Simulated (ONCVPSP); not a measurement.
## Pseudopotential generation for Zr

- system: zirconium (Zr, Z = 40), core [Kr], reference valence 4d2 5s1.5 (an ion of charge +0.5), valence charge 4.
- method: ONCV potential, PBE, fully relativistic, made with ONCVPSP 4.0.1

What the run reported:

- outcome: ended with an error
- hardware: 1 CPU thread, shared host

What went wrong:

The generator stopped with the message “ERROR pspot: first pseudo wave function has node, program will stop”. In words: the optimised pseudo-wave of the first projector has a node, so the radial equation cannot be inverted for a potential. It was at work on the s channel when it stopped.

The input:
```
# ATOM AND REFERENCE CONFIGURATION
# atsym  z   nc   nv     iexc    psfile
  Zr 40.00    8    2        4      upf
#
#   n    l    f
    1    0    2.00
    2    0    2.00
    2    1    6.00
    3    0    2.00
    3    1    6.00
    3    2   10.00
    4    0    2.00
    4    1    6.00
    4    2    2.00
    5    0    1.50
#
# PSEUDOPOTENTIAL AND OPTIMIZATION
# lmax
    2
#
#   l,   rc,      ep,       ncon, nbas, qcut
    0    3.10    0.00    4    7    2.70
    1    3.25    0.35    4    7    2.70
    2    2.45    0.00    4    8    7.40
#
# LOCAL POTENTIAL
# lloc, lpopt,  rc(5),   dvloc0
    2    5    2.45    0.00
#
# VANDERBILT-KLEINMAN-BYLANDER PROJECTORs
# l, nproj, debl
    0    1    2.40
    1    2    1.90
    2    0    0.90
#
# MODEL CORE CHARGE
# icmod, fcfact, rcfact
    3    3.50    1.30
#
# LOG DERIVATIVE ANALYSIS
# epsh1, epsh2, depsh
   -2.00    5.00    0.02
#
# OUTPUT GRID
# rlmax, drl
    6.00    0.01
#
# TEST CONFIGURATIONS
# ncnf
    4
# nvcnf
#   n    l    f
    2
    4    2    2.00
    5    0    2.00
#
    2
    4    2    2.00
    5    0    1.00
#
    2
    4    2    2.00
    5    0    0.00
#
    3
    4    2    2.00
    5    0    1.00
    5    1    1.00
#
```

Run as:
```bash
oncvpspr.x < Zr.dat > Zr.out
```

Log (extracts):
```
ONCVPSP  (Optimized Norm-Conservinng Vanderbilt PSeudopotential)
relativistic version 4.0.1

#   n    l    f        energy (Ha)
    1    0    2.00    -6.5489000D+02
    2    0    2.00    -9.0825114D+01
    2    1    6.00    -7.9993679D+01    -8.3148923D+01
    3    0    2.00    -1.4983598D+01
    3    1    6.00    -1.1623980D+01    -1.2126275D+01
    3    2   10.00    -6.4961947D+00    -6.5879473D+00
    4    0    2.00    -2.1190579D+00
    4    1    6.00    -1.2889009D+00    -1.3540457D+00
    4    2    2.00    -2.4283644D-01    -2.4778899D-01
    5    0    1.50    -2.6132363D-01

Reference configufation results
  iterations    22
  all-electron total energy (Ha)   -3.59885014D+03

Begin loop to  construct optimized pseudo wave functions
and semi-local pseudopoentials for all angular momenta

Calculating optimized projector #   1

 for l=   0

    Fraction of norm inside rc  0.388898
    Optimizing pswf for qcut=   2.71 a_B^-1,  ecut=   3.66 Ha
    Residual kinetic energy error=  1.94D-05 Ha
 ERROR pspot:  first pseudo wave function has node,          program will stop
 ERROR pspot: try changing psp parameters for this l
```

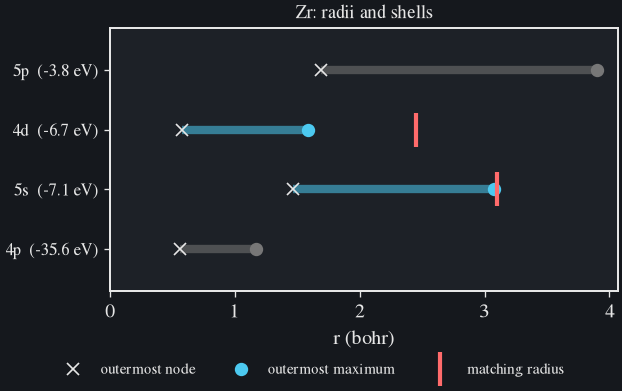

*Outer shells of the all-electron reference atom: each bar runs from the outermost node (or the nucleus) to the outermost maximum of u(r); the tick is the radius chosen for the pseudo-wave. Shells without a tick have no pseudo-wave of their own. Levels, nodes and maxima are from ld1.x, scalar-relativistic.*

- Radii against the shells: 5s: 3.10 bohr, outside the maximum; 4d: 2.45 bohr, outside the maximum.
